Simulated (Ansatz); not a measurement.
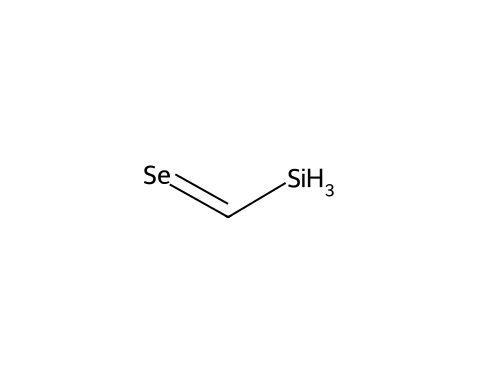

The picture comes from a calculation with Ansatz.

2D structure.

Give its SMILES.

[SiH3]C=[Se]

What is the molecular formula?

CH4SeSi.
